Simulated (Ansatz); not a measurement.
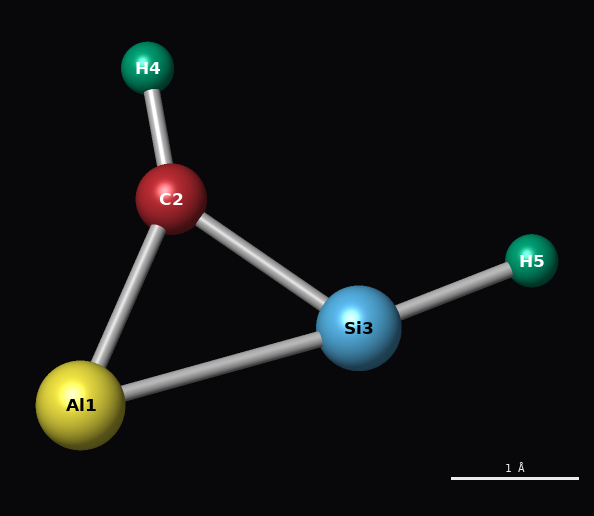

Numbered structure. The species is neutral and a spin doublet. The geometry was computed by an optimisation with PBE-D4/def2-SVP. No frequency run is at hand to confirm it as a minimum.

Give these bond angles: C2–Al1–Si3, Al1–C2–Si3, Al1–C2–H4, Si3–C2–H4, Al1–Si3–C2, Al1–Si3–H5, C2–Si3–H5.

```
     angle  degrees
C2–Al1–Si3     48.4
Al1–C2–Si3     78.6
 Al1–C2–H4    148.0
 Si3–C2–H4    133.5
Al1–Si3–C2     53.0
Al1–Si3–H5    174.1
 C2–Si3–H5    121.2
```
